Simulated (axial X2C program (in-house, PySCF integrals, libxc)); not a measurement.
**ZnBe: relativistic diatomic calculation**

- system: ZnBe, single determinant with M_S = 0 and |Λ| = 0.
- method: r2SCAN0, spin-free X2C-1e, Zn dyall-cv3z, Be dyall-cv3z (cores contracted) (axial X2C program (in-house, PySCF integrals, libxc))

### Log
```
spin-free X2C-1e  r2SCAN0
basis functions 162  fitting functions 814  grid points 5083
iter        total energy     max residual
   1      -1810.542353567     3.65e-02
   2      -1810.543651576     1.04e-02
   3      -1810.542854380     2.00e-02
   4      -1810.543985325     1.52e-03
   5      -1810.543994439     1.76e-04
   6      -1810.543994752     3.19e-05
   7      -1810.543994758     3.57e-06
   8      -1810.543994759     1.04e-06
converged
one-electron -2567.31106183  Coulomb 809.54218504  exact exchange -18.27446278  xc functional -56.50386562  nuclear repulsion 22.00321043
```

### The points of the curve

| R (Å) | E (hartree) | dipole (D; origin at the first atom, positive when the second is positive) | highest filled (eV) | lowest empty (eV) |
| --- | --- | --- | --- | --- |
| 2.511 | −1810.542066 | −0.45 | −5.39 | −1.69 |
| 2.626 | −1810.543324 | −0.41 | −5.49 | −1.61 |
| 2.713 | −1810.543799 | −0.37 | −5.57 | −1.56 |
| 2.799 | −1810.543991 | −0.34 | −5.64 | −1.54 |
| 2.886 | −1810.543995 | −0.30 | −5.71 | −1.53 |
| 2.987 | −1810.543836 | −0.27 | −5.79 | −1.52 |
| 3.088 | −1810.543566 | −0.23 | −5.87 | −1.51 |
| 3.218 | −1810.543149 | −0.19 | −5.96 | −1.49 |
| 3.377 | −1810.542606 | −0.15 | −6.06 | −1.46 |
| 3.607 | −1810.541910 | −0.09 | −6.19 | −1.41 |

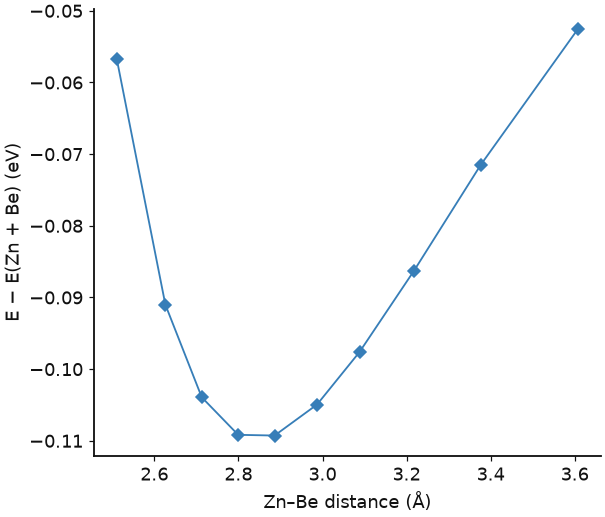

Figure 1. Energy at 10 bond lengths, for one set of occupations held fixed; the line joins the points. A polynomial of degree 6 through 9 points gives rₑ = 2.842 Å, ωₑ = 141.0 cm⁻¹, ωₑxₑ = 5.1 cm⁻¹ and Bₑ = 0.2642 cm⁻¹. The minimum lies 0.11 eV below Zn + Be, each computed as one determinant at the same level.

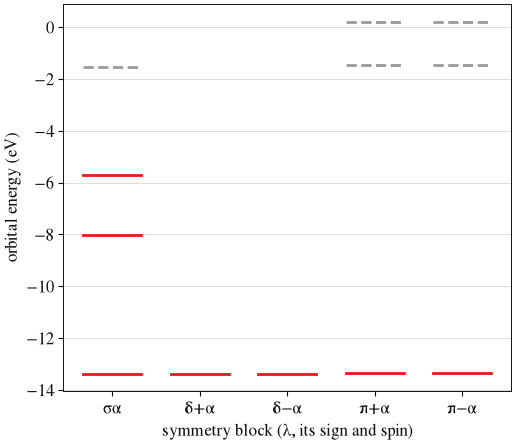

Figure 2. Orbital energies near the frontier at 2.89 Å, filled (solid) and empty (dashed); a label such as π−α means λ = −1 and α spin, and the β levels equal the α ones. The highest filled orbital (σα; 47 % Be s, 28 % Zn s) lies at −5.71 eV, the lowest empty one (σα; 54 % Be p, 35 % Zn p) at −1.53 eV.

### Input
```
{"zs": [30, 4], "q": 0, "bas": ["dyall-cv3z", "dyall-cv3z"], "levels": ["PBE0", "HF", "r2SCAN0"], "cc": true, "r0": 2.2, "thr": -2.0, "nmax": 90, "npts": 10, "nst": 2, "ntry": 6}
```

The line is the task of a batch: nuclear charges, charge, bases, the levels to run, a first guess of the distance and further settings. This report covers r2SCAN0 without spin-orbit coupling. The log is that of the reference distance 2.886 Å.

The run was one of a batch that the task file lists, launched with:
```bash
python <driver script> task.json out
```

### Key numbers

- outcome: converged
- bond length rₑ: 2.842 Å
- ωₑ: 141.0 cm⁻¹
- energy at the minimum: −1810.54401 hartree
- depth below the fragments: 0.11 eV
- hardware: 1 thread of Arm Neoverse V1, 24 GiB of memory available, shared host
- wall time: 3.3 s
